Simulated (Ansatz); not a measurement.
```yaml
atoms:
  - { symbol: Ga, position_ang: [0.0000, 0.0000, 0.0180] }
  - { symbol: H, position_ang: [0.0000, 0.0000, 1.5811] }
  - { symbol: Cl, position_ang: [1.8331, 0.0000, -1.1346] }
  - { symbol: Cl, position_ang: [-1.8331, 0.0000, -1.1346] }
```

Level of theory: RKS revPBE/def2-SVP (Ansatz).

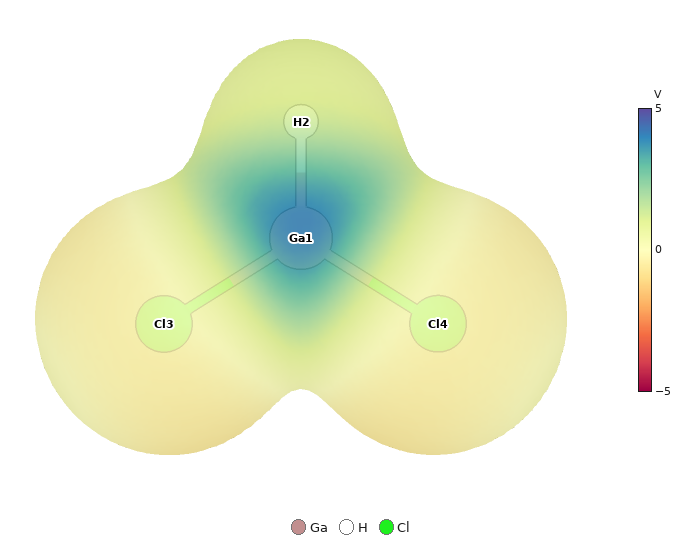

Cl2GaH. The electrostatic potential painted on the density surface at 0.004 e/bohr³, seen across its widest extent; red is negative and blue positive.

### Which sites attract a positive test charge, and which a negative one?

A positive charge is drawn to the negative regions and a negative charge to the positive ones. The most negative region (about −0.6 V) lies over Cl3 and Cl4, the most positive (about +3.9 V) over Ga1.
